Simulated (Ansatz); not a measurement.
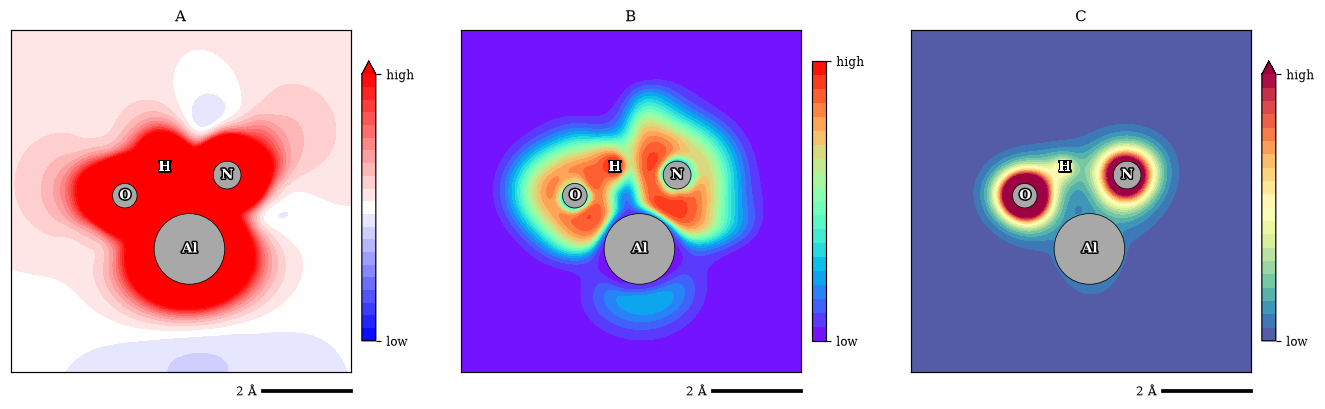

AlH6NO: 3 fields on the plane of atoms N2, Al1 and H5, with unlabelled colour scales. Grey discs cover the atomic cores.

A transition-state structure; geometry: PBE0-D4/def2-TZVP.

Level of theory: RKS PBE0-D4/def2-TZVPP (Ansatz 0.2.0).

Question: Which field does each panel show? The fields are: electron density, electron localisation function and electrostatic potential.

Answer: Panel A: electrostatic potential (strongly positive close to the atoms and fading to about zero outside). Panel B: electron localisation function. Panel C: electron density. From the grid: Al1···H5 (1.97 Å): the density falls to about 0.29 e/Å³ on the way; the ELF climbs to about 0.85 towards the hydrogen. Al–N (1.90 Å): the density is about 0.68 e/Å³ at the midpoint; the ELF peaks at about 0.95 between the atoms, as expected for a shared but strongly polarised pair.
